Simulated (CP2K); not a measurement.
**GaSiH4O (SMILES [SiH3][O][GaH]): GFN2-xTB**

Aim: the vertical ionisation energy of GaSiH4O at GFN2-xTB, from 2 runs. 

The calculation is run with CP2K 2026.2.

1 further run of the same task is left out (it didn't finish).

## Step 1: The molecule

GaSiH4O: 7 atoms, total charge 0, spin state doublet. As SMILES, `[SiH3][O][GaH]`. Geometry: relaxed at PBE0-D4/def2-TZVP. This is one conformer, not always the lowest.

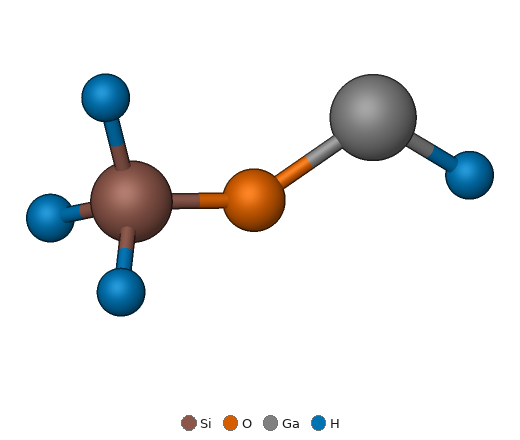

The structure, seen from a chosen angle (silicon brown, oxygen orange, gallium grey, hydrogen blue).

## Step 2: The energy at GFN2-xTB

Input file mol.inp:

```
&GLOBAL
  PROJECT mol
  RUN_TYPE ENERGY
  PRINT_LEVEL MEDIUM
&END GLOBAL

&FORCE_EVAL
  METHOD QUICKSTEP
  &DFT
    CHARGE 0
    MULTIPLICITY 2
    UNRESTRICTED_KOHN_SHAM T
    &QS
      METHOD XTB
      EPS_DEFAULT 1.0E-10
      &XTB
        GFN_TYPE TBLITE
        &TBLITE
          METHOD GFN2
        &END TBLITE
        CHECK_ATOMIC_CHARGES F
      &END XTB
    &END QS
    &POISSON
      PERIODIC NONE
      POISSON_SOLVER ANALYTIC
    &END POISSON
    &SCF
      SCF_GUESS ATOMIC
      EPS_SCF 1.0E-07
      MAX_SCF 150
      ADDED_MOS 4
      &DIAGONALIZATION
        ALGORITHM STANDARD
      &END DIAGONALIZATION
      &MIXING
        METHOD DIRECT_P_MIXING
        ALPHA 0.4
      &END MIXING
      &SMEAR ON
        METHOD FERMI_DIRAC
        ELECTRONIC_TEMPERATURE [K] 300
      &END SMEAR
    &END SCF
    &PRINT
      &MOMENTS
        PERIODIC F
        REFERENCE COM
        MAX_MOMENT 1
      &END MOMENTS
      &MO ON
        ENERGIES T
        OCCUPATION_NUMBERS T
        NDIGITS 6
        &EACH
          QS_SCF 0
        &END EACH
        ADD_LAST NUMERIC
      &END MO
      &HIRSHFELD OFF
      &END HIRSHFELD
    &END PRINT
  &END DFT
  &SUBSYS
    &CELL
      ABC [angstrom] 12.6 11.5 10.6
      PERIODIC NONE
    &END CELL
    &COORD
      Si     5.181650     6.503950     5.226200
      O      6.370450     5.551850     5.811100
      Ga     8.061050     5.031450     5.518500
      H      3.989750     5.678950     4.892000
      H      5.615050     7.224650     3.994900
      H      4.793050     7.513750     6.247000
      H      8.610250     3.986250     6.605100
    &END COORD
  &END SUBSYS
&END FORCE_EVAL
```

Run with:

```
OMP_NUM_THREADS=1 cp2k.psmp -i mol.inp > mol.out 2>&1
```

The program printed, shortened:

```text
CP2K| version string:                                       CP2K version 2026.2
[...]
 GLOBAL| Method name                                                        CP2K
[...]
 GLOBAL| Run type                                                         ENERGY
[...]
                             - Atoms:                                          7
[...]
                             - Spherical basis functions:                     26
[...]
 Number of electrons:                                                          9
[...]
  *** SCF run converged in    21 steps ***
[...]
  Fermi energy:                                                -0.34413716399708
[...]
 TB_DIPOLE| Moment [Debye]          1.28571294       0.09569349      -0.88699148
 TB_DIPOLE| Derivative [a.u.]       0.00000000       0.00000000       0.00000000
[...]
 ENERGY| Total FORCE_EVAL ( QS ) energy [hartree]             -9.081401283403315
[...]
```

Run time: 0.88 s. Hardware: 1 thread of Intel Xeon 6975P-C (Granite Rapids), shared host; peak memory 0.19 GiB.

## Step 3: The singlet cation

Input file qs.inp:

```
&GLOBAL
   PROJECT_NAME qs
   RUN_TYPE ENERGY
   PRINT_LEVEL MEDIUM
&END GLOBAL

&FORCE_EVAL
   METHOD Quickstep
   &DFT
      CHARGE 1
      # Quickstep
      &QS
         METHOD XTB
         EPS_DEFAULT 1.0E-10
         &XTB
            GFN_TYPE TBLITE
            &TBLITE
               METHOD GFN2
            &END TBLITE
            CHECK_ATOMIC_CHARGES F
         &END XTB
      &END QS
      &POISSON
         PERIODIC NONE
         POISSON_SOLVER ANALYTIC
      &END POISSON
      &SCF
         SCF_GUESS ATOMIC
         EPS_SCF 1.0E-07
         MAX_SCF 150
         ADDED_MOS 8
         &DIAGONALIZATION
            ALGORITHM STANDARD
         &END DIAGONALIZATION
         &MIXING
            METHOD DIRECT_P_MIXING
            ALPHA 0.4
         &END MIXING
         &SMEAR ON
            METHOD FERMI_DIRAC
            ELECTRONIC_TEMPERATURE [K] 300
         &END SMEAR
      &END SCF
      &PRINT
         &MOMENTS
            PERIODIC F
            REFERENCE COM
            MAX_MOMENT 1
         &END MOMENTS
         &MO ON
            ENERGIES T
            OCCUPATION_NUMBERS T
            NDIGITS 6
            &EACH
               QS_SCF 0
            &END EACH
            ADD_LAST NUMERIC
         &END MO
         &HIRSHFELD OFF
         &END HIRSHFELD
      &END PRINT
   &END DFT
   &SUBSYS
      &CELL
         ABC 12.6 11.5 10.6
         PERIODIC NONE
      &END CELL
      &COORD
         Si     5.181650     6.503950     5.226200
         O      6.370450     5.551850     5.811100
         Ga     8.061050     5.031450     5.518500
         H      3.989750     5.678950     4.892000
         H      5.615050     7.224650     3.994900
         H      4.793050     7.513750     6.247000
         H      8.610250     3.986250     6.605100
      &END COORD
   &END SUBSYS
&END FORCE_EVAL
```

Run with:

```
OMP_NUM_THREADS=1 cp2k.psmp -i qs.inp -o qs.out
```

The program printed, shortened:

```text
CP2K| version string:                                       CP2K version 2026.2
[...]
 GLOBAL| Method name                                                        CP2K
[...]
 GLOBAL| Run type                                                         ENERGY
[...]
                             - Atoms:                                          7
[...]
                             - Spherical basis functions:                     26
[...]
 Number of electrons:                                                         16
[...]
  *** SCF run converged in    25 steps ***
[...]
  Fermi energy:                                                -0.56947618394868
[...]
 TB_DIPOLE| Moment [Debye]          0.16211094       0.17152139      -0.33024950
 TB_DIPOLE| Derivative [a.u.]       0.00000000       0.00000000       0.00000000
[...]
 ENERGY| Total FORCE_EVAL ( QS ) energy [hartree]             -8.618615080123350
[...]
```

Wall time 0.92 s (1 thread of Intel Xeon 6975P-C (Granite Rapids), shared host); peak memory 0.18 GiB.

## Step 4: Summary of results

Level: GFN2-xTB.

| quantity | value |
| --- | --- |
| doublet GaSiH4O: total energy | -9.08140 Eh |
| doublet GaSiH4O: dipole moment (from atomic charges alone) | 1.56 D |
| doublet GaSiH4O: HOMO energy (highest over α and β) | -9.71 eV |
| doublet GaSiH4O: LUMO energy (lowest over α and β) | -9.01 eV |
| singlet cation: total energy | -8.61862 Eh |
| singlet cation: HOMO energy | -15.70 eV |
| singlet cation: LUMO energy | -15.30 eV |
| singlet cation: HOMO–LUMO gap | 0.40 eV |
| vertical ionisation energy (to the singlet cation) | 12.593 eV |

In words: Removing an electron at fixed nuclei costs 12.59 eV (290 kcal/mol). Only the singlet of the ionised species was computed; a triplet could lie lower. xTB total energies overstate such differences by several eV unless an empirical shift is taken off; none is applied here. The dipole (doublet GaSiH4O) comes from point charges on the atoms alone, without atomic dipoles, so it is partial.
